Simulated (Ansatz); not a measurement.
## Single-point calculation, with input and output: CH$_{5}$BrFNSi

The run: single-point calculation of CH$_{5}$BrFNSi, SMILES CN[SiH](F)Br. Method and program: RKS wB97M-V/def2-TZVPP (Ansatz 0.2.0).

The geometry comes from this level: PBE0-D4/def2-TZVP. Figures and captions count atoms from 1; the log counts them from 0 in places.

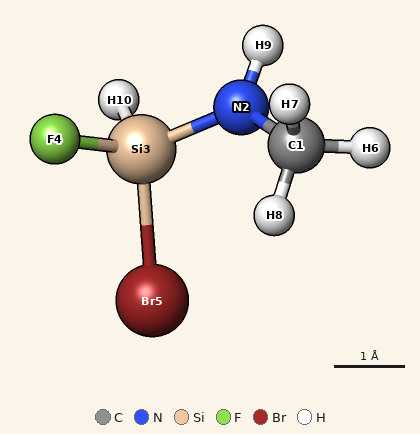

Figure 1. The structure (ball-and-stick view, seen at a tilt; atoms are numbered from 1 in the order of the input). Bond lengths as drawn: Br–Si 2.21 Å, C–H 1.09 Å, C–N 1.45 Å, F–Si 1.59 Å, H–N 1.01 Å, H–Si 1.47 Å and N–Si 1.68 Å.

## Summary

| quantity | value |
| --- | --- |
| outcome | converged |
| total energy | −83249.6201 eV |
| SCF solution under orbital rotations | stable |
| HOMO | −9.88 eV |
| LUMO | 2.20 eV |
| largest force (length of the vector) | 0.335 eV/Å |
| dipole moment | 2.78 D |
| hardware | 4 threads of Arm Neoverse V1, 23 GiB of memory available, shared host |
| wall time | 15 s (CPU time 57 s) |
| peak memory | 1 GiB |

## Input file
```yaml
crystal:
  periodic: [false, false, false]
  atoms:
    - {symbol: C, position_ang: [-1.150231, 0.158936, -0.815031]}
    - {symbol: N, position_ang: [-0.061859, -0.605772, -0.241065]}
    - {symbol: Si, position_ang: [1.089040, -0.087548, 0.870532]}
    - {symbol: F, position_ang: [0.508894, 0.181777, 2.331049]}
    - {symbol: Br, position_ang: [1.929839, 1.865900, 0.259071]}
    - {symbol: H, position_ang: [-1.198067, 0.022931, -1.898652]}
    - {symbol: H, position_ang: [-2.119879, -0.112407, -0.385902]}
    - {symbol: H, position_ang: [-0.988498, 1.221753, -0.628420]}
    - {symbol: H, position_ang: [-0.068535, -1.586102, -0.473331]}
    - {symbol: H, position_ang: [2.142296, -1.110669, 0.984648]}
basis:
  gaussian: {orbitals: def2-TZVPP}
hamiltonian: {xc: {name: wB97M-V}}
output: {forces: true, orbitals: {seedname: orbitals}}
```

Run as:
```bash
ansatz run in.yaml --threads 4 --pin off --events-out ev --progress --plain --max-ram 10444MiB
```

## What the program printed
```
Functional definition: wB97M-V
  name "wB97M-V"
  cite "Mardirossian & Head-Gordon, J. Chem. Phys. 144, 214110 (2016) doi:10.1063/1.4952647"
  cite "Becke, J. Chem. Phys. 107, 8554 (1997) doi:10.1063/1.475007"
  cite "Vydrov & Van Voorhis, J. Chem. Phys. 133, 244103 (2010) doi:10.1063/1.3521275"
  # Of w^i u^j: cxij and so on, Table III.
  parameter omega = 0.3/bohr
  parameter cx = 0.15
  parameter cx01 = 1.007
  parameter cx10 = 0.259
  parameter css00 = 0.443
  parameter css04 = -1.437
  parameter css10 = -4.535
  parameter css20 = -3.390
  parameter css43 = 4.278
  parameter cos00 = 1.000
  parameter cos10 = 1.358
  parameter cos20 = 2.924
  parameter cos21 = -8.812
  parameter cos60 = -1.390
  parameter cos61 = 9.142
  parameter b = 6.0
  parameter c = 0.01
  gx(w, u) = 1 - cx + cx01*u + cx10*w
  gss(w, u) = css00 + css04*u^4 + css10*w + css20*w^2 + css43*w^4*u^3
  gos(w, u) = cos00 + cos10*w + (cos20 + cos21*u)*w^2 + (cos60 + cos61*u)*w^6
  exchange = spin_sum(e_x_unif_sr(omega)*gx(b97_w, b97_u_x)) + cx*exact_x_sr(omega) + exact_x_lr(omega)
  correlation = spin_sum(e_c_pw_mod_same_spin*gss(b97_w, b97_u_same))
      + integral(e_c_pw_mod_opposite_spin*gos(b97_w_opposite, b97_u_opposite)) + vv10(b, c)
1485 factors; their error is unknown
303 factors; integrals over basis functions are off by at most 2.7e-5 eV
mean field evaluation 1: about -83244.0230 eV, gradient 5.4e1 eV
mean field evaluation 2: about -83244.2386 eV, gradient 5.5e1 eV
mean field evaluation 4: about -83249.3543 eV, gradient 1.6e0 eV
mean field evaluation 8: about -83249.3663 eV, gradient 4.8e-2 eV
mean field evaluation 16: about -83249.6200 eV, gradient 9.0e-5 eV
mean field -83249.62003546 eV, -3059.3671076839 hartree, gradient 1.3e-5 eV, S^2 0.000000; 0 other end points of the search recorded, 0 dependent functions left out
the calculation of the forces begins
reference -83249.62008358 eV, -3059.3671094524 hartree; 38, 38 occupied and 215, 215 virtual orbitals, 1485 factors
Total energy: -83249.62008358 eV, -3059.3671094524 hartree
Atom 0 at    -1.150231     0.158936    -0.815031 Å, force    -0.254111     0.174296    -0.131257 eV/Å
Atom 1 at    -0.061859    -0.605772    -0.241065 Å, force     0.169765    -0.175286     0.069476 eV/Å
Atom 2 at     1.089040    -0.087548     0.870532 Å, force     0.212188    -0.149196    -0.072478 eV/Å
Atom 3 at     0.508894     0.181777     2.331049 Å, force    -0.045714     0.030323     0.101570 eV/Å
Atom 4 at     1.929839     1.865900     0.259071 Å, force    -0.019402    -0.011635     0.003798 eV/Å
Atom 5 at    -1.198067     0.022931    -1.898652 Å, force     0.000654     0.013627     0.094593 eV/Å
Atom 6 at    -2.119879    -0.112407    -0.385902 Å, force     0.089035     0.028177    -0.041777 eV/Å
Atom 7 at    -0.988498     1.221753    -0.628420 Å, force    -0.014956    -0.071798    -0.014904 eV/Å
Atom 8 at    -0.068535    -1.586102    -0.473331 Å, force    -0.001893     0.028382     0.007636 eV/Å
Atom 9 at     2.142296    -1.110669     0.984648 Å, force    -0.135566     0.133109    -0.016658 eV/Å
Dipole moment:    -0.260555    -0.382237    -0.349120 e Å
```

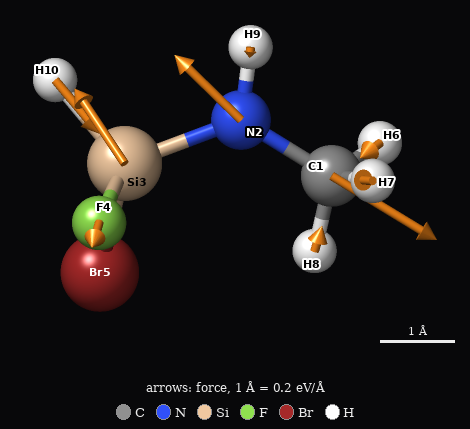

Figure 2. Forces on the atoms as orange arrows (ball-and-stick view, seen at a tilt; atoms are numbered from 1 in the order of the input); the smallest are left out. The largest act on C1 (0.33 eV/Å); Si3 (0.27 eV/Å); N2 (0.25 eV/Å); H10 (0.19 eV/Å), among others. The geometry is not a stationary point of this energy.

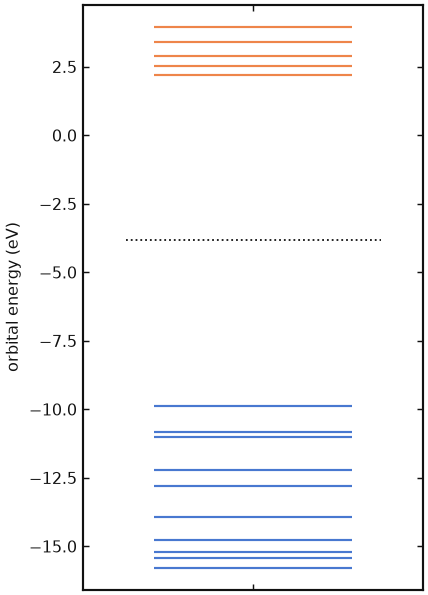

Figure 3. Orbital energies near the frontier; the dotted line parts filled from empty levels, and levels within 0.02 eV of each other stand side by side. Highest filled −9.88 eV, lowest empty 2.20 eV, 12.08 eV apart.

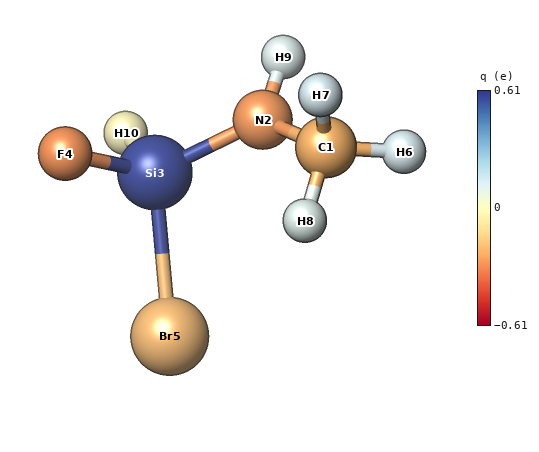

Figure 4. Mulliken charges, as the colour of each atom (ball-and-stick view, seen at a tilt; atoms are numbered from 1 in the order of the input). By element: C −0.22, N −0.28, Si +0.58, F −0.30, Br −0.21 and H −0.03 to +0.13 e.
